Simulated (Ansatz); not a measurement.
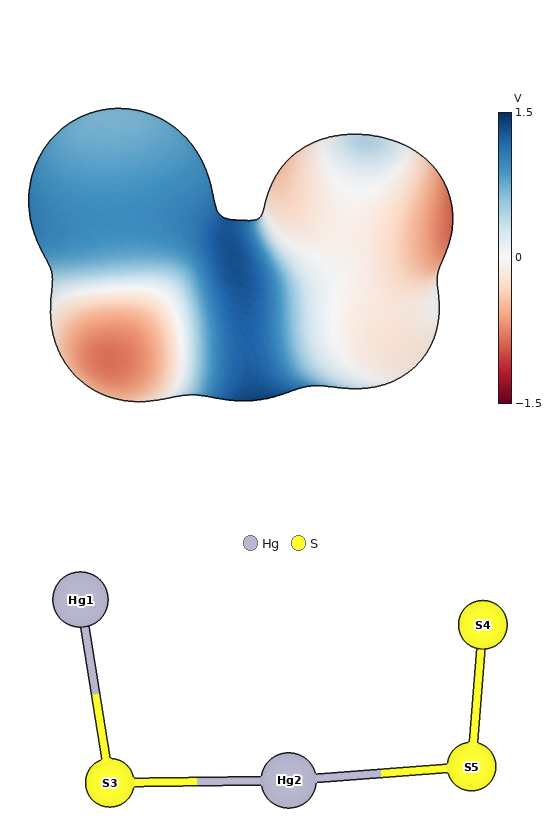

Figure 1: Hg$_{2}$S$_{3}$ (triplet). The electrostatic potential painted on the density surface at 0.002 e/bohr³, seen at a tilt; the colour scale runs from red (negative) to blue (positive). The bare structure is drawn below in the same view.

Geometry: r2SCAN-D4/def2-SVP; core potentials replace the inner electrons of Hg.

The calculation used UKS PBE0-D4/def2-TZVP in Ansatz 0.2.0.

```xyz
5

Hg   -2.8697    0.8642    0.7353
Hg    0.3269   -0.8836    0.2521
S    -1.7298   -1.3910    1.2671
S     1.8919    1.6237   -1.4279
S     2.3807   -0.2133   -0.8266
```

**Where is the surface potential most negative and most positive?**

The most negative region (about −0.8 V, or −18 kcal/mol for a unit charge) lies over S3 and S4, the most positive (about +1.4 V, or +32 kcal/mol for a unit charge) over Hg2.
